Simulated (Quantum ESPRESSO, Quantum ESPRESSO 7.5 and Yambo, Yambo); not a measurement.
# Excitons of WSe2 (P6_3/mmc): kernels and approximations

Wanted: excitons and ε₂ of WSe2 (P6_3/mmc), with cost.

Calculated with Quantum ESPRESSO 7.5 and Yambo 5.3.0; PBE and many-body steps on it, plane waves.

The database entry behind the starting cell differs from later determinations by our own check (a about 0.2 % long), so it need not match the best structure at ambient conditions.

### Step 1. Starting point

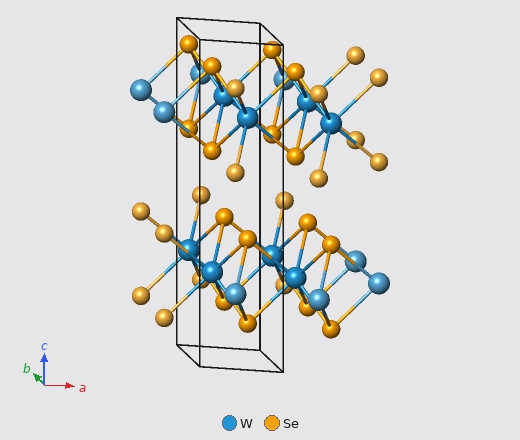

The starting structure, seen slightly off an axis (tungsten blue, selenium orange). 2×2×1 cells are drawn. Some periodic images of atoms are drawn too.

The cell and positions come from the Crystallography Open Database and are kept as given unless a step says otherwise. Spin-orbit coupling is left out unless a step names it.

### Step 2. Empty states on the mesh, 6×6×1 mesh, 241 bands

This step: Quantum ESPRESSO 7.5; DFT, PBE, plane waves, norm-conserving pseudopotentials.

The sums over transitions need many empty states on a uniform mesh; this step solves for them.

The input, pw.in:

```
&control
  calculation = 'nscf'
  prefix = 'x'
  outdir = 'o'
  pseudo_dir = 'pseudo'
/
&system
  ibrav = 0
  nat = 6
  ntyp = 2
  ecutwfc = 104.0
  nbnd = 241
  force_symmorphic = .true.
/
&electrons
  conv_thr = 1e-9
  electron_maxstep = 80
  diago_full_acc = .true.
  diago_thr_init = 5e-6
/
ATOMIC_SPECIES
  W 183.84 W.upf
  Se 78.971 Se.upf
CELL_PARAMETERS angstrom
  3.2900000000 -0.0000000000 0.0000000000
  -1.6450000000 2.8492235785 0.0000000000
  0.0000000000 0.0000000000 12.9700000000
ATOMIC_POSITIONS crystal
  W 0.3333333333 0.6666666667 0.2500000000
  W 0.6666666667 0.3333333333 0.7500000000
  Se 0.3333333333 0.6666666667 0.6210000000
  Se 0.6666666667 0.3333333333 0.1210000000
  Se 0.3333333333 0.6666666667 0.8790000000
  Se 0.6666666667 0.3333333333 0.3790000000
K_POINTS automatic
  6 6 1 0 0 0
```

The run is started by

```
$ OMP_NUM_THREADS=1 mpirun -n 8 pw.x -nk 4 -in pw.in > pw.out
```

Output:

```text
Program PWSCF v.7.5 starts

     This program is part of the open-source Quantum ESPRESSO suite
     for quantum simulation of materials; please cite
         "P. Giannozzi et al., J. Phys.:Condens. Matter 21 395502 (2009);
         "P. Giannozzi et al., J. Phys.:Condens. Matter 29 465901 (2017);
         "P. Giannozzi et al., J. Chem. Phys. 152 154105 (2020);
     in publications or presentations arising from this work. More details at

     Atomic positions and unit cell read from directory:
     o/x.save/

     Message from routine setup:
[...]
-133.7323-133.7323-133.7323-133.7323-133.6925-133.6925-133.6925-133.6925
[...]
21.0128  21.0197  21.3523  22.7939  23.5162  23.7699  24.7507  24.8814
     [... 19 further rows ...]
    76.6889  76.7694  77.5020  77.6131  77.8830  77.9195  78.5205  79.0227
    79.0794

          k = 0.0000-0.5774 0.0000 ( 14684 PWs)   bands (ev):

     [... further k-points ...]

     highest occupied, lowest unoccupied level (ev):    13.9730   14.9521

     XML data file, pseudopotentials, collected wavefunctions

=------------------------------------------------------------------------------=
   JOB DONE.
=------------------------------------------------------------------------------=
```

The job ended after 64 s (8 MPI ranks of Arm Neoverse V1, shared host; peak memory 1.7 GiB; 8.6 min of CPU time).

Numbers from this step:

```
gap                                                           : 0.9791 eV
k of the valence top                                          : 0, 0, 0
k of the conduction bottom                                    : 0.1667, 0.1667, 0
least direct gap                                              : 1.524 eV
k points computed                                             : 7
lowest point of the top converged band, above the valence top : 63.0093 eV
```

On this mesh the gap is 0.979 eV.

The density comes from a self-consistent run that is not shown.

### Step 3. Conversion and set-up

This step: Yambo 5.3.0; conversion and set-up on PBE, plane waves, norm-conserving pseudopotentials.

The states are converted to the many-body program's format and the q mesh is built.

The run is started by

```
$ (cd o/x.save; p2y > p2y.log; mv SAVE ../..); yambo > setup.log
```

Output:

```text
 Yambo, version 5.3.0

 [02] CORE Variables Setup
 =========================

  [02.01] Unit cells
  ==================

  Cell kind             :  HCP
  Atoms in the cell     :  W  Se
  number of W  atoms    :  2
  number of Se atoms    :   4

  List of atomic masses
  Mass of W     :  183.8400
  Mass of Se    :  78.97100

  List of atomic coordinates    : [cc]
  W1       : -0.31086E-09   3.5895       6.1274      order 1
  W2       :   3.10860   1.79475  18.38231  order 2
  Se1       : -0.31086E-09   3.5895       15.221      order 3
[...]
BZ  Q-points                                      :   36

 K/Q-points units:
 rlu = crystal or reduced units; cc = cartesian coordinates; iku = interal k-units

 Q [1]          [rlu]:  0.000000  0.000000  0.000000
 Q [2]          [rlu]: -0.12142E-17  0.16667       0.0000
 Q [3]          [rlu]: -0.24284E-17  0.33333       0.0000
 Q [4]          [rlu]:  0.36427E-17 -0.50000       0.0000
 Q [5]          [rlu]:  0.166667  0.166667  0.000000
 Q [6]          [rlu]:  0.166667  0.333333  0.000000
 Q [7]          [rlu]:  0.333333  0.333333  0.000000

  [03.01] X indexes
  =================

   [03.01.01] Sigma indexes
   ========================

 [06] Game Over & Game summary
```

It took 4.1 s on 1 MPI rank; peak memory 0.26 GiB.

### Step 4. Screening and self-energy, 6×6×1 mesh, 241 bands, screening to 149.7 eV

Now the one-shot GW correction: screening in the RPA, then the self-energy of the levels asked for.

This step: G0W0 on PBE, plane waves, norm-conserving pseudopotentials.

The input, gw1.in:

```
HF_and_locXC
gw0
dyson
ppa
em1d
rim_cut
RandQpts= 1000000
RandGvec= 1 RL
EXXRLvcs= 104 Ry
VXCRLvcs= 416 Ry
Chimod= "HARTREE"
% BndsRnXp
 1 | 241 |
%
NGsBlkXp= 11 Ry
% LongDrXp
 1 | 1 | 1 |
%
% GbndRnge
 1 | 241 |
%
DysSolver= "n"
ExtendOut
PPAPntXp= 27.21138 eV
% QPkrange
 1 | 1 | 61 | 64 |
 5 | 5 | 61 | 64 |
 7 | 7 | 61 | 64 |
%
```

The run is started by

```
$ OMP_NUM_THREADS=2 mpirun -n 4 yambo -F gw1.in -J gw1 -C gw1 > gw1.log
```

Output:

```text
 Yambo, version 5.3.0

 [02] CORE Variables Setup
 =========================

  [... cell, symmetries and grids as in the set-up ...]

  [02.05] Energies & Occupations
  ==============================

  [X] === General ===
  [X] Electronic Temperature                        :  0.000000  0.000000 [eV K]
  [X] Bosonic    Temperature                        :  0.000000  0.000000 [eV K]
  [X] Finite Temperature mode                       : no
  [X] El. density                                   :  0.10199E+25 [cm-3]
[...]
QP @ state[ 2 ] b range                          :   61   64
   QP @ state[ 3 ] K range                          :   7   7
   QP @ state[ 3 ] b range                          :   61   64
   GF energies kind                                 : Perdew, Burke & Ernzerhof(X)+Perdew, Burke & Ernzerhof(C)
   GF WF`s kind                                     : Perdew, Burke & Ernzerhof(X)+Perdew, Burke & Ernzerhof(C)
   Xs energies kind                                 : Perdew, Burke & Ernzerhof(X)+Perdew, Burke & Ernzerhof(C)
   Xs WF`s kind                                     : Perdew, Burke & Ernzerhof(X)+Perdew, Burke & Ernzerhof(C)

 [11] Game Over & Game summary
```

Elapsed: 12 min, on 4 MPI ranks; peak memory 6.4 GiB.

This step gave:

```
G0W0 gap on the points computed              : 1.220 eV
starting gap on the mesh                     : 0.9791 eV
k of the valence top                         : 0, 0, 0
k of the conduction bottom                   : 0.1667, 0.1667, 0
least direct G0W0 gap on the computed points : 2.014 eV
```

The gap on the mesh goes from 0.98 eV to 1.22 eV, a correction of +0.24 eV.

The gap opens by 0.241 eV; the next steps shift the empty bands rigidly by 0.490 eV, the correction at the start's least direct gap.

### Step 5. Excitons

Optical absorption needs the electron-hole interaction, solved here in a basis of vertical transitions on the mesh.

This step: Bethe-Salpeter equation on PBE with a scissors shift, plane waves, norm-conserving pseudopotentials.

The input, bse3.in:

```
optics
bss
bse
em1s
dipoles
rim_cut
RandQpts= 1000000
RandGvec= 1 RL
Chimod= "HARTREE"
BSKmod= "SEX"
BSEmod= "resonant"
BSSmod= "d"
BSENGexx= 30 Ry
BSENGBlk= 6 Ry
% BSEQptR
 1 | 1 |
%
% BSEBands
 52 | 73 |
%
% BEnRange
 0 | 7 | eV
%
% BDmRange
 0.1 | 0.1 | eV
%
BEnSteps= 141
% BLongDir
 1 | 0 | 0 |
%
% BndsRnXs
 1 | 145 |
%
NGsBlkXs= 6 Ry
% LongDrXs
 1 | 1 | 1 |
%
% KfnQP_E
 0.49 | 1.0 | 1.0 |
%
WRbsWF
```

The run is started by

```
$ OMP_NUM_THREADS=2 mpirun -n 4 yambo -F bse3.in -J bse3 -C bse3 > bse3.log
```

Output:

```text
 Yambo, version 5.3.0

 [02] CORE Variables Setup
 =========================

  [... cell, symmetries and grids as in the set-up ...]

  [02.05] Energies & Occupations
  ==============================

  [X] === General ===
  [X] Electronic Temperature                        :  0.000000  0.000000 [eV K]
  [X] Bosonic    Temperature                        :  0.000000  0.000000 [eV K]
  [X] Finite Temperature mode                       : no
  [X] El. density                                   :  0.10199E+25 [cm-3]
  [X] Fermi Level                                   :  13.97297 [eV]

  [X] === Gaps and Widths ===
  [X] Conduction Band Min                           :  0.979082 [eV]
  [X] Valence Band Max                              :  0.000000 [eV]
  [X] Filled Bands                                  :   62
  [X] Empty Bands                                   :   63  241
  [X] Direct Gap                                    :  1.523861 [eV]
  [X] Direct Gap localized at k                     :   7
  [X] Indirect Gap                                  :  0.979082 [eV]
  [X] Indirect Gap between kpts                     :   1   5
  [X] Last valence band width                       :  1.440995 [eV]
  [X] 1st conduction band width                     :  1.661850 [eV]

 [03] Transferred momenta grid and indexing
 ==========================================

 [BZ sampling] Q-grid is User defined and/or read from the database

 IBZ Q-points                                      :   7
 BZ  Q-points                                      :   36

 K/Q-points units:
 rlu = crystal or reduced units; cc = cartesian coordinates; iku = interal k-units

 Q [1]          [rlu]:  0.000000  0.000000  0.000000
 Q [2]          [rlu]: -0.12142E-17  0.16667       0.0000
 Q [3]          [rlu]: -0.24284E-17  0.33333       0.0000
 Q [4]          [rlu]:  0.36427E-17 -0.50000       0.0000
 Q [5]          [rlu]:  0.166667  0.166667  0.000000
 Q [6]          [rlu]:  0.166667  0.333333  0.000000
 Q [7]          [rlu]:  0.333333  0.333333  0.000000

  [03.01] X + BSE indexes
  =======================

   [03.01.01] Sigma indexes
   ========================

 [04] Coloumb potential Random Integration (RIM)
 ===============================================

  [04.01] RIM initialization
  ==========================

  * Diagonal components only detected *

  8 x (sBL volume)        :  0.067184 [a.u.]
  sBZ random points       :  1000000
  Points outside the sBZ  :   7993074
  RL volume               :  0.302330 [a.u.]
  Integrated volume       :  0.302592 [a.u.]

  [04.02] RIM integrals
  =====================

  Gamma point sphere radius             :  0.073741 [a.u.]
  Points outside the sphere             :   799513
  [Int_sBZ(q=0) 1/q^2]*(Vol_sBZ)^(-1/3) =:  7.609463
                                 should be <:  7.795600

  Summary of Coulomb integrals for non-metallic bands |Q|[au] RIM/Bare

  Q [1] 0.100000E-4 0.976123 * Q [2] 0.194493 0.983883
  Q [5] 0.336871 0.996983 * Q [3] 0.388985 0.998181
  Q [6] 0.514579 0.999436 * Q [4] 0.583478 1.000258
  Q [7] 0.673742 1.000027

 [05] External/Internal QP corrections
 =====================================

 [QP_apply] Action to be applied: USER defined scissor

  [05.01]  QP corrections report
  ==============================

  [K+QP] === General ===
  [K+QP] Electronic Temperature                     :  0.000000  0.000000 [eV K]
  [K+QP] Bosonic    Temperature                     :  0.000000  0.000000 [eV K]
  [K+QP] Finite Temperature mode                    : no
  [K+QP] El. density                                :  0.10199E+25 [cm-3]
  [K+QP] Fermi Level                                :  0.000000 [eV]

  [K+QP] === Gaps and Widths ===
  [K+QP] Conduction Band Min                        :  1.469082 [eV]
  [K+QP] Valence Band Max                           :  0.000000 [eV]
  [K+QP] Filled Bands                               :   62
  [K+QP] Empty Bands                                :   63  241
  [K+QP] Direct Gap                                 :  2.013861 [eV]
[...]
[K+QP] Last valence band width                    :  1.440995 [eV]
  [K+QP] 1st conduction band width                  :  1.661850 [eV]

  [coarse-grid] Minimum Bare Gap        [ev]:  0.979082
  [coarse-grid] Minimum Gap Correction  [ev]:  0.490000

  Eqp @ K [1]
  -208.2077 -208.2077 -208.2077 -208.2077 -147.7053 -147.7053 -147.7053 -147.7053
  -147.7053 -147.7053 -147.7053 -147.7053 -147.6655 -147.6655 -147.6654 -147.6654
  -74.34280 -74.34280 -47.90078 -47.90078 -47.90074 -47.90074 -47.90023 -47.90023
  -47.90019 -47.90019 -47.86715 -47.86715 -47.86687 -47.86687 -47.86598 -47.86598
  -47.86569 -47.86569 -47.85450 -47.85422 -47.85236 -47.85207 -38.58803 -38.58801
  -38.45188 -38.45188 -38.45188 -38.45188 -15.28439 -15.03353 -14.10751 -13.68746
[...]
[... 4 further rows ...]
[...]
Eqp @ K [2]
[...]
[... 4 further rows ...]
[...]
Eqp @ K [3]
[...]
[... 4 further rows ...]
[...]
Eqp @ K [4]
[...]
[... 4 further rows ...]
[...]
Eqp @ K [5]
[...]
[... 4 further rows ...]
[...]
Eqp @ K [6]
[...]
[... 4 further rows ...]
[...]
Eqp @ K [7]
[...]
6.28414   7.67258   9.95137   9.95137  10.64031  10.76038  10.76038  11.85200
     [... 4 further rows ...]
   27.03329  27.03329  27.48498  27.58590  27.58590  27.95691  27.95691  28.65037
   29.02890  29.18912  30.14588  30.14588  30.61451  30.61451  31.00753  32.41146

 [06] Dipoles
 ============

  [06.01] Setup: observables and procedures
  =========================================

  [WARNING] [x,Vnl] slows the Dipoles computation. To neglect it rename the ns.kb_pp file

  [WARNING] [r,Vnl^pseudo] included in position and velocity dipoles.

  [WARNING] In case H contains other non local terms, these are neglected

 [07] Static Dielectric Matrix
 =============================

 [WR./bse3//ndb.em1s]------------------------------------------------------------
  Brillouin Zone Q/K grids (IBZ/BZ)                :    7   36    7   36
  RL vectors                                       :  17593 [WF]
  Coulomb cutoff potential                         : none
  Electronic Temperature                           :  0.000000 [K]
  Bosonic    Temperature                           :  0.000000 [K]
  Static diel. fun.  energies                      : Perdew, Burke & Ernzerhof(X)+Perdew, Burke & Ernzerhof(C)
  wavefunctions                                    : Perdew, Burke & Ernzerhof(X)+Perdew, Burke & Ernzerhof(C)
  Global Gauge                                     : length
  X matrix size                                    :  229
  X band range                                     :    1  145
  X e/h energy range                               : -1.000000 -1.000000 [eV]
  X Time ordering                                  : T
  X Hxc Kernel                                     : HARTREE
  X Drude frequency                                :  0.000000  0.000000
  X poles                                          :  100.0000 [o/o]
  RL vectors in the sum                            :  17593
  [r,Vnl] included                                 : yes
  Field direction                                  :  0.577350E-5  0.577350E-5  0.577350E-5
  BZ energy Double Grid                            : no
  BZ energy DbGd points                            : 0
  BZ Q point size factor                           : -1.000000
  X Optical Averaged directions                    : none

 [08] Bethe Salpeter Equation driver
 ===================================

  [08.01] Bethe Salpeter Equation @q1
  ===================================

   [08.01.01] Transition pre-analysis @q1
   ======================================

   [08.01.02] Transition Groups build-up @q1
   =========================================

   [BSK] Transition groups (total):  14
   [BSK] Size (resonant):   4356
   [BSK]         (total):   4356
   [BSK] N. of matrices :  1

   [08.01.03] Loading Dipoles @q1
   ==============================

   [08.01.04] Independent Particles properties @q1
   ===============================================

   ==========================================================

   [BSE] Exchange components :  2323
   [BSE] Correlation components :   229  1119

    [08.01.05.01] Screened interaction header I/O
    =============================================

    [08.01.05.02] Main kernel loop
    ==============================

    [08.01.05.03] Wave-Function Phases
    ==================================

    [BSE] WF phases found       :  75.32468 [o/o]

   [08.01.06] BSE solver(s) @q1
   ============================

   [08.01.07] Diago Solver @q1
   ===========================

 [11] Game Over & Game summary
```

It took 8.3 min on 4 MPI ranks; peak memory 2.5 GiB; 47 min of CPU time.

Numbers from this step:

* transitions in the window: 4356
* direct gap of the transition levels: 2.014 eV
* lowest state: 1.851 eV
* first strong exciton (over a fiftieth of the strongest listed): 1.851 eV
* binding of the lowest state below the direct gap: 0.1629 eV
* Coulomb term of one mesh cell: 0.1874 eV

The binding is 0.87 times the screened Coulomb term of one mesh cell (0.19 eV), so it is not shown settled.

The lowest state lies at 1.851 eV, 0.163 eV under the direct gap.

Lines within 3 meV are set at the lowest of them, and the highest group, which the list may cut short, is left out; lines within 3 meV are set at the lowest of them, and the highest group, which the list may cut short, is left out. Lines of the exciton spectrum (strongest = 100):

```
position (eV)  lines merged  strength, relative
        1.851             4                 100
        2.114             4                  35
        2.401             3                  43
        2.410             2                 0.1
        2.419             2                 0.0
        2.428             1                 0.0
        2.442             1                 0.0
        2.445             2                 0.0
```

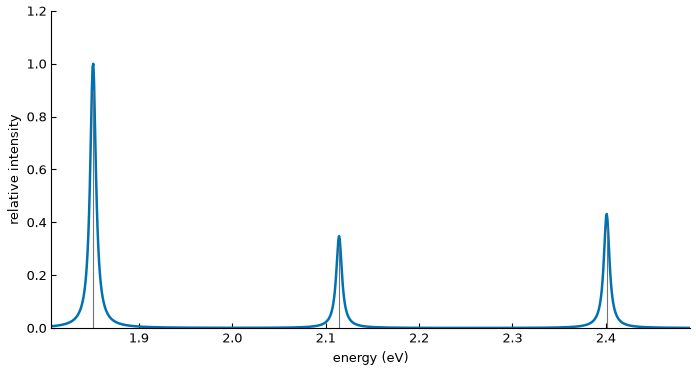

The exciton spectrum, broadened with Lorentzians of width 0.0074 eV; bars mark the lines.

The ε₂ has structure finer than the step of the table below, so its rows give means over 0.25 eV, whole bins alone (the curve runs from 0 to 7 eV). Peaks (eV: height): BSE 1.850: 17.1, 2.450: 16.3, 3.250: 24.7, 3.850: 33.4, 4.700: 17.6, 5.850: 16.4; no electron-hole interaction 2.000: 13.6, 2.600: 13.8, 3.450: 22.9, 4.050: 33.0, 4.850: 19.4, 6.050: 19.7.

Field along x; broadening 0.1 eV; transition window only. Limits: finite bands, cutoff and mesh; no spin-orbit coupling; coarse k mesh; exciton not shown settled in the k mesh. Table of ε₂ by photon energy; means over each step:

```
photon energy (eV)    BSE  no electron-hole interaction
              0.25  0.255                         0.207
              0.50  0.317                         0.252
              0.75  0.412                         0.316
              1.00  0.576                         0.417
              1.25  0.917                         0.599
              1.50   2.02                          1.02
              1.75   9.65                          2.74
              2.00   10.4                          10.6
              2.25   9.15                          10.5
              2.50   14.3                          10.3
              2.75   11.9                          12.1
              3.00   15.5                          9.19
              3.25   21.9                          13.2
              3.50   20.3                          19.8
              3.75   27.8                          15.1
              4.00   20.7                          26.4
              4.25   11.7                          15.3
              4.50   16.6                          12.0
              4.75   15.7                          17.8
              5.00   8.01                          15.8
              5.25   8.67                          9.60
              5.50   12.6                          9.91
              5.75   14.2                          13.5
              6.00   11.7                          17.0
              6.25   7.19                          13.1
              6.50   4.91                          8.66
              6.75   4.29                          6.39
```

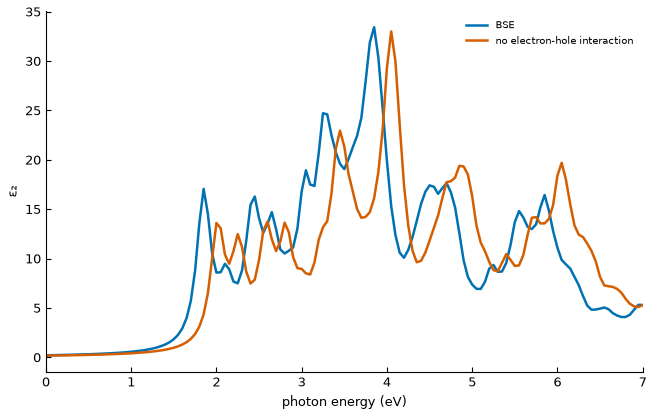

ε₂ against photon energy.

(Part 1 of 3 ends here.)

[Paths, hosts, dates, memory and timing lines, banners, echoed tables and standing remarks are left out of the program output.]

[Logs are printed without paths, hosts, clocks, repeated set-up lines and the standing remarks that a program may print on its own settings, such as how far it seeks lower states.]

[Runs of the session that timed out or met a known fault of the program may be left out.]

[Hosts, paths, dates, database ids (printed as entryN), source tags and the programs' standing remarks are cut or masked in the printed files.]
